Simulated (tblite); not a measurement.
**Relaxed scan, with input and output: C$_{4}$H$_{10}$N$_{2}$OSi$_{2}$**

- system: C$_{4}$H$_{10}$N$_{2}$OSi$_{2}$, SMILES N#C[C@]1(O[SiH3])CCN[SiH2]1
- method: GFN2-xTB relaxed scan under a harmonic restraint, gas phase (tblite 0.8.0)

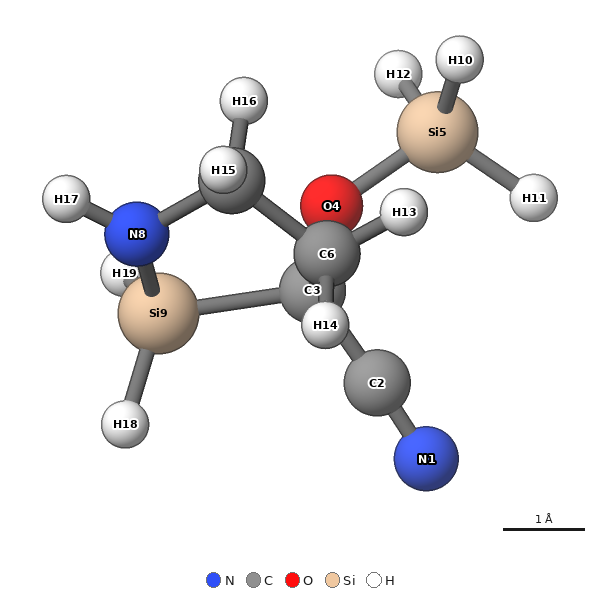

Figure 1. The structure (ball-and-stick view, seen at a tilt; atoms are numbered from 1 in the order of the input).

### The input
```
{"job": {"xc": "GFN2-xTB", "basis": "xTB", "coordinate": [["t", [16, 6, 8, 7], 0.3333333333333333], ["t", [6, 8, 16, 7], 0.3333333333333333], ["t", [8, 16, 6, 7], 0.3333333333333333]], "kind": "drive"}, "charge": 0, "multiplicity": 1}
N      1.580615     1.984853     2.175229
C      1.020247     1.250812     1.496218
C      0.299622     0.314223     0.695039
O      1.154586    -0.680642     0.163376
Si     2.360136    -0.593678    -0.916399
C     -0.512808     1.021285    -0.391445
C     -1.554583     0.024327    -0.883938
N     -2.104164    -0.601653     0.305452
Si    -1.037612    -0.710630     1.642939
H      1.857937    -0.272231    -2.259824
H      3.351792     0.414889    -0.546600
H      2.824106    -1.968682    -0.823203
H      0.132391     1.362755    -1.202474
H     -1.010776     1.882931     0.057294
H     -2.349214     0.528481    -1.442129
H     -1.079774    -0.713133    -1.544617
H     -2.887373    -1.209856     0.136126
H     -1.607850    -0.016226     2.796266
H     -0.447083    -2.008573     1.957121
```

The first line tells a small driver script what to run in tblite; the rest is the geometry in Å.

Machine: 1 CPU thread, shared host.

Run as:
```bash
OMP_NUM_THREADS=1 python <driver script> task.json out
```

### Log
```
point  coordinate     E/eV
  0    -10.700     -736.84278
  1     -7.300     -736.83914
  2     -3.800     -736.83393
  3     -0.200     -736.82798
  4      3.200     -736.82062
  5      6.700     -736.81265
  6     10.200     -736.80399
  7     13.700     -736.79352
```

### Results in brief

| quantity | value |
| --- | --- |
| outcome | converged |
| wall time | 1.2 s |
| peak memory | 0.19 GiB |
